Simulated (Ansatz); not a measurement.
# A convergence test on BaTiO3 (P4mm): k mesh of the hybrid

Aim: see how gap, energy and time of BaTiO3 (P4mm) follow the k mesh of the hybrid.

Program: Ansatz 0.2.0. Level of theory: DFT, HSE06, plane waves, PAW. Results are calculated unless marked as measured.

**1. Set-up**

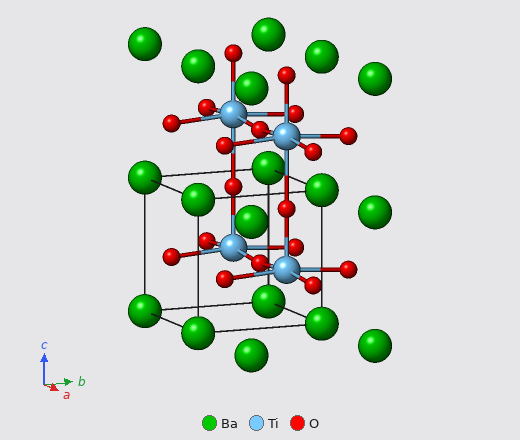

The starting structure, seen slightly off an axis (barium green, titanium blue, oxygen red). 2×1×2 cells are drawn. Some periodic images of atoms are drawn too.

The cell and positions come from the Crystallography Open Database and are kept as given unless a step says otherwise. Spin-orbit coupling is left out unless a step names it. The default PAW set here is soft_2. Its files were made with PBE.

**2. k mesh of the hybrid: 2×2×2**

input.yaml

```yaml
crystal:
  lattice:
    - [3.99048, 0.0, 0.0]
    - [0.0, 3.99048, 0.0]
    - [0.0, 0.0, 4.02303]
  atoms:
    - { symbol: Ba, position: [0.0, 0.0, 0.0] }
    - { symbol: Ti, position: [0.5, 0.5, 0.522] }
    - { symbol: O, position: [0.5, 0.5, 0.979] }
    - { symbol: O, position: [0.5, 0.0, 0.488] }
    - { symbol: O, position: [0.0, 0.5, 0.488] }
kpoints:
  mp_grid: { grid: [2, 2, 2] }
  band_path:
    path:
      - [0.0, 0.0, 0.0]
      - [0.0, 0.5, 0.0]
      - [0.5, 0.5, 0.0]
      - [0.0, 0.0, 0.5]
      - [0.0, 0.5, 0.5]
      - [0.5, 0.5, 0.5]
    npoints: 1
hamiltonian:
  xc: hse06
scf:
  occupations: { method: fixed }
  n_extra_bands: 5
output:
  eigenvalues: true
```

Started as:

```sh
$ ansatz run input.yaml --threads 3 --pin off --max-ram 92160MiB --backend cuda --events-out ev --progress --plain --runs-dir out --devices 1 --max-vram 13GiB
```

Numbers of over 12 decimals in the logs are rounded to 6 here.

What it wrote:

```text
scf.n_extra_bands = 5 over 20 filled bands (N_el = 40.0): the run solves 25 bands
exact exchange: scf.exx.singularity resolves to wigner_seitz, which cuts the screened interaction at the faces of the exchange supercell's Wigner-Seitz cell, so that each pair interacts once, at the shortest of its separations (the periodic images that this leaves out come, for a point-like exchange hole, to about 0.054 eV on a filled level). The cut falls within the interaction's reach, and what an exchange supercel [...]
GPUs: using 1 of 1 available (devices: 1).
Engine: ansatz 0.2.0, x86_64-unknown-linux-gnu
Pseudopotentials: kind: paw
Pseudopotential: Ba, paw, valence charge 10, recommended cutoff 420 eV (normal), Ba.paw.azcp
Pseudopotential: Ti, paw, valence charge 12, recommended cutoff 420 eV (normal), Ti.paw.azcp
Pseudopotential: O, paw, valence charge 6, recommended cutoff 420 eV (normal), O.paw.azcp
Functional definition: HSE06
  parameter a = 0.25
  parameter omega = 0.11/bohr
  exchange = pbe_x - a*pbe_x_sr(omega) + a*exact_x_sr(omega)
  correlation = pbe_c
davidson cushion auto → on  (no smearing: the cushion is to keep the highest requested band from converging to the state above it; pin scf.eigensolver.cushion to override)
device memory: the entry about to start is reckoned to put 0.9 GiB on a device that reports 31.8 GiB free (of which the cap on the GPU budget leaves the run 13.0 GiB)
GPU FFT provider: cuFFT
GPU libraries: cuBLAS 13.8.2, cuFFT 12.4.0, cuSOLVER 12.3.4
Crystal: 5 atoms, lattice volume = 64.062 Å³
Basis set: ecut = 420 eV, 1245 PW (Γ)
Bands: 25, of which v1, the nominal top of the filled ones, is band 20 counted from 1 (19 counted from 0)
Symmetry: 8 space group operations
Space group: P4mm (ITA 99), of the structure as read, at distance tolerance 4.0e-5 Å
k-points: 6 of 8
Non-local potential: Ba, projectors of the file, l = 0: 3, l = 1: 2, l = 2: 2, l = 3: 2
Non-local potential: Ti, projectors of the file, l = 0: 3, l = 1: 2, l = 2: 3, l = 3: 1
Non-local potential: O, projectors of the file, l = 0: 2, l = 1: 2, l = 2: 1
PAW form: soft (Blöchl's): semilocal exchange-correlation on the pseudo side does not see the compensation charge
PAW frozen core: Ba, regenerated for the run's functional, and the local potential with it (the file was generated under x = pbe(κ = 0.804, μ = 0.219515), c = pbe(β = 0.066725))
PAW frozen core: Ti, regenerated for the run's functional, and the local potential with it (the file was generated under x = pbe(κ = 0.804, μ = 0.219515), c = pbe(β = 0.066725))
PAW frozen core: O, regenerated for the run's functional, and the local potential with it (the file was generated under x = pbe(κ = 0.804, μ = 0.219515), c = pbe(β = 0.066725))
PAW one-centre angular grid: Ba, 194 points (default); XC on 64 Gauss nodes
PAW one-centre angular grid: Ti, 590 points (default); XC on 64 Gauss nodes
PAW one-centre angular grid: O, 110 points (default); XC on 96 Gauss nodes
Initial density: superposition of atomic densities (neutral atoms: chi_scale 0, normalization atom), corrected by the library's trained network
Initial wavefunctions: pseudopotential atomic-orbital guess
GPU buffer pool allocated for 19683 grid points (all kernels)
GPU transforms: local potential and band sums: pruned to the plane-wave sphere, on 27×27×27
Functional: x = pbe(κ = 0.804, μ = 0.219515), c = pbe(β = 0.066725), warm-up for x = pbe(κ = 0.804, μ = 0.219515) + 0.25 (exact − pbe) at short range (hse, ω = 0.207870 Å⁻¹), c = pbe(β = 0.066725); HSE06 as pw.x's `hse` composes it (authors' and Libxc's form: `xc: wpbeh`)
SCF iter   1: F=—  HF=-10159.033090 eV  |F-HF|=—  |Δ(HF+E_count)|=         —  Δρ=1.06e-2  dr2=7.26e-2  ethr=1.77e-3  ⟨swp⟩=7.7  Hψ=738  notcnv=0
preconditioner: auto → none  [insulator: Δε(μ)=1.847 eV  Ē_g=11.944 eV  n_scr=18 (ndim 8)  ℏωp=26.2 eV  f_vac=0.000]
[...]
SCF iter   2: F=—  HF=-10163.089966 eV  |F-HF|=—  |Δ(HF+E_count)|=   4.58e-2  Δρ=3.34e-2  dr2=7.95e-1  ethr=2.11e-6  ⟨swp⟩=7.7  Hψ=842  notcnv=0
SCF iter   3: F=—  HF=-10162.937367 eV  |F-HF|=—  |Δ(HF+E_count)|=   1.53e-1  Δρ=4.39e-3  dr2=1.70e-2  ethr=2.11e-6  ⟨swp⟩=7.3  Hψ=746  notcnv=0  defer=1
SCF iter   4: F=—  HF=-10162.961594 eV  |F-HF|=—  |Δ(HF+E_count)|=   2.42e-2  Δρ=2.58e-3  dr2=5.97e-3  ethr=2.11e-6  ⟨swp⟩=4.3  Hψ=573  notcnv=0
SCF iter   5: F=—  HF=-10162.960293 eV  |F-HF|=—  |Δ(HF+E_count)|=   1.30e-3  Δρ=8.66e-4  dr2=2.73e-4  ethr=2.11e-6  ⟨swp⟩=4.2  Hψ=476  notcnv=0
SCF iter   6: F=—  HF=-10162.960675 eV  |F-HF|=—  |Δ(HF+E_count)|=   3.82e-4  Δρ=7.24e-4  dr2=2.45e-4  ethr=5.99e-7  ⟨swp⟩=4.0  Hψ=417  notcnv=0
SCF iter   7: F=-10162.960611 eV  HF=-10162.960613 eV  |F-HF|=1.90e-6  |Δ(HF+E_count)|=   6.17e-5  Δρ=9.61e-5  dr2=5.60e-6  ethr=5.99e-7  ⟨swp⟩=3.0  Hψ=374  notcnv=0
SCF 2 stopped early in 7 iterations: F = -10162.960611 eV  dr2 = 5.60e-6
hybrid outer 1: dexx = +2.989e-2 eV, tail = 1.03e-4 eV
GPU FFT provider: cuFFT
GPU libraries: cuBLAS 13.8.2, cuFFT 12.4.0, cuSOLVER 12.3.4
GPU buffer pool allocated for 19683 grid points (all kernels)
GPU transforms: local potential and band sums: pruned to the plane-wave sphere, on 27×27×27
Exchange kernel: α = 0.2500, screened, ω = 0.2079 Å⁻¹, Wigner–Seitz truncation, v(0) = 778.7723 eV·Å³, q-mesh 2×2×2, nearest image of the exchange supercell L = 7.98 Å, pair-density grid 20×20×20, without the augmentation charges, whose exchange is taken in its separable form by FFT convolution over the k-point mesh (sized by the pseudopotential files, 27×27×27 at the most), smooth part of the exact exchange by density-matrix convolution in up to 564.9 MiB of GPU memory as planned if the GPU has room (build and FFT work areas not counted)
Frozen-core exchange: fock
SCF iter   1: F=—  HF=-10162.959762 eV  |F-HF|=—  |Δ(HF+E_count)|=         —  Δρ=1.31e-4  dr2=8.36e-6  ethr=1.29e-6  ⟨swp⟩=3.0  Hψ=357  notcnv=0
preconditioner: auto → none  [insulator: Δε(μ)=3.093 eV  Ē_g=13.920 eV  n_scr=18 (ndim 8)  ℏωp=26.2 eV  f_vac=0.000]
SCF iter   2: F=—  HF=-10162.959762 eV  |F-HF|=—  |Δ(HF+E_count)|=   6.75e-8  Δρ=5.83e-5  dr2=1.86e-6  ethr=1.69e-8  ⟨swp⟩=4.0  Hψ=509  notcnv=0
SCF iter   3: F=—  HF=-10162.959764 eV  |F-HF|=—  |Δ(HF+E_count)|=   2.00e-6  Δρ=2.76e-5  dr2=2.31e-7  ethr=3.67e-9  ⟨swp⟩=3.5  Hψ=393  notcnv=0
SCF iter   4: F=-10162.959764 eV  HF=-10162.959764 eV  |F-HF|=2.68e-8  |Δ(HF+E_count)|=   2.19e-8  Δρ=1.14e-5  dr2=4.70e-8  ethr=4.28e-10  ⟨swp⟩=4.0  Hψ=408  notcnv=0
SCF 3 converged in 4 iterations: F = -10162.959764 eV  dr2 = 4.70e-8
hybrid outer 2: dexx = +2.109e-6 eV, tail = 1.53e-7 eV, Δε = 5.15e-3 eV (about 2.20e-4 eV left of the loop's levels)
device memory: the entry about to start is reckoned to put 0.4 GiB on a device that reports 27.8 GiB free (of which the cap on the GPU budget leaves the run 13.0 GiB)
NSCF: frozen V_eff on 6 k-points
hybrid SCF converged: 2 outer / 11 inner (+5 warm-up), last move |dexx| = 2.11e-6 eV, tail = 1.53e-7 eV
Stability not checked: this state was not tested for a lower state beside it, because the functional holds exact exchange (a hybrid, or Hartree-Fock), whose exchange loop this test does not read (fock_operator; see scf.lower_state_search)
Free energy (F): -10162.959763 eV
Frozen-core exchange: fock
Harris-Foulkes:  -10162.959763 eV  (|F-HF|=2.68e-8)
Internal energy: -10162.959763 eV  (E = F + TS)
E sigma→0 (E₀):  -10162.959763 eV
Fermi energy:    9.458951 eV
--- Per-component energies (eV) ---
  E_band       = -222.014504
  E_kinetic    = 973.792922
  E_local      = -2092.661840  (includes V_loc(G=0)·N_el)
  E_nonlocal   = 196.413869
  E_hartree    = 815.764225
  E_xc         = -395.437859
  E_vxc        = -436.530457  (∫ρ·V_xc dr)
  E_exx        = -117.163227  (= α·E_x^exact, valence–valence)
  E_paw        = -6727.098569  (= ΣΔE_a)
  E_vpaw       = -260.241681  (= ΣTr[D̂ρ^β])
  E_aug_tail   = 0.007441  (compensation charges beyond the density's cutoff)
  E_ewald      = -2816.176581
  E_core_change = -0.400145  (= ΣΔE_core)
  E_smearing   = -0.000000  (= −TS)
  E_closure    = 0.000000  (closes the sum)
  Σ components = -10162.959763   (vs F -10162.959763, Δ=0.00e0)
--- Band table (eV; the first three rows and the last of 6) ---
  k-point 0: bands = [... 16 lower, 8.1505, 8.9696, 9.0732, 9.0732, 12.5503, 12.9109, 12.9109, 14.8146, ... 1 higher]
  k-point 1: bands = [... 16 lower, 7.3595, 7.4001, 8.6805, 8.6805, 12.6925, 14.5202, 14.5202, 14.8137, ... 1 higher]
  k-point 2: bands = [... 16 lower, 7.4907, 7.6902, 8.2142, 8.3704, 13.0291, 14.4256, 14.4664, 14.9516, ... 1 higher]
  k-point 5: bands = [... 16 lower, 6.8866, 9.2703, 9.2703, 9.4590, 15.1848, 15.1848, 15.2130, 17.4807, ... 1 higher]
```

Wall time 12 s (1 × NVIDIA H100 80GB HBM3 (shared by 6 runs) with 3 threads of AMD EPYC 7R13 (Zen 3), shared host); peak memory 1.1 GiB; 9.8 s of CPU time.

Numbers from this step:

| Property | Result |
| --- | --- |
| gap | 3.091 eV |
| valence top at | A |
| conduction bottom at | Γ |
| least direct gap | 3.477 eV |
| exact-exchange fraction | 0.25 |

The gap is indirect, with the least direct gap 0.39 eV higher.

**3. k mesh of the hybrid: 4×4×4**

Changes to input.yaml since step 2:

```diff
@@ -12,3 +12,3 @@
 kpoints:
-  mp_grid: { grid: [2, 2, 2] }
+  mp_grid: { grid: [4, 4, 4] }
   band_path:
@@ -29 +29,5 @@
   eigenvalues: true
+  write_density: true
+  write_potential: true
+  elf: true
+  volumetric_format: npy
```

What it wrote:

```text
[...]
GPUs: using 1 of 1 available (devices: 1).
[...]
GPU FFT provider: cuFFT
GPU libraries: cuBLAS 13.8.2, cuFFT 12.4.0, cuSOLVER 12.3.4
Crystal: 5 atoms, lattice volume = 64.062 Å³
Basis set: ecut = 420 eV, 1245 PW (Γ)
Bands: 25, of which v1, the nominal top of the filled ones, is band 20 counted from 1 (19 counted from 0)
[... 1 set-up line as in the run before ...]
[...]
k-points: 18 of 64 (time reversal used)
[...]
Fermi energy:    9.383566 eV
[...]
--- Band table (eV; the first three rows and the last of 18) ---
  k-point 0: bands = [... 16 lower, 8.0924, 8.9408, 9.0529, 9.0529, 12.6688, 13.0216, 13.0216, 14.8881, ... 1 higher]
  k-point 1: bands = [... 16 lower, 7.6935, 7.9912, 8.8443, 8.8443, 12.7421, 13.8681, 13.8681, 14.8868, ... 1 higher]
  k-point 2: bands = [... 16 lower, 7.3000, 7.3463, 8.6548, 8.6548, 12.8189, 14.6597, 14.6597, 14.8884, ... 1 higher]
  k-point 17: bands = [... 16 lower, 6.8640, 9.1964, 9.1964, 9.3836, 15.3377, 15.3377, 15.3574, 17.4732, ... 1 higher]
[key lines of the parts left out:]
Free energy (F): -10163.475258 eV
```

Run time: 23 s. Hardware: 1 × NVIDIA H100 80GB HBM3 (shared by 6 runs) with 3 threads; peak memory 1.2 GiB.

Numbers from this step:

- gap: 3.285 eV
- valence top at: A
- conduction bottom at: Γ
- least direct gap: 3.616 eV

The gap is 3.285 eV, +0.194 eV from the run before at this level.

**4. The series**

Differences are against the last row; a negative gap means that bands overlap, and a run with a band path holds that path's time. Times are wall times on 1 × NVIDIA H100 80GB HBM3 (shared by 6 runs) with 3 threads of AMD EPYC 7R13 (Zen 3), shared host, good to a factor of about two.

```tsv
k mesh of the hybrid	gap (eV)	direct gap (eV)	gap error (eV)	energy error (meV/atom)	irreducible k	time
2×2×2	3.091	3.477	−0.194	+103.1	6	12 s
4×4×4	3.285	3.616	+0.000	+0.0	18	23 s
```

**5. What came out**

| Quantity | Value |
| --- | --- |
| 2×2×2 | 3.091 eV |
| 4×4×4 | 3.285 eV |

**Reading.** The gap holds to 0.02 eV from 4×4×4 on, the last run itself, so the series does not show convergence. At 2×2×2 the gap is off by −0.194 eV and the energy by +103 meV/atom. The gap is read over the mesh and added points near the edges, so meshes differ mainly through the density and, for a hybrid, the exchange operator.

[Paths, hosts, dates, memory and timing lines, banners, echoed tables and standing remarks are left out of the program output.]

[Logs are printed without paths, hosts, clocks, repeated set-up lines and the standing remarks that a program may print on its own settings, such as how far it seeks lower states.]

[Runs of the session that timed out or met a known fault of the program may be left out.]

[Cells called generated may have been cut or substituted from an entry of the Crystallography Open Database or the Materials Project.]

[Hosts, paths, dates, database ids (printed as entryN), source tags and the programs' standing remarks are cut or masked in the printed files.]
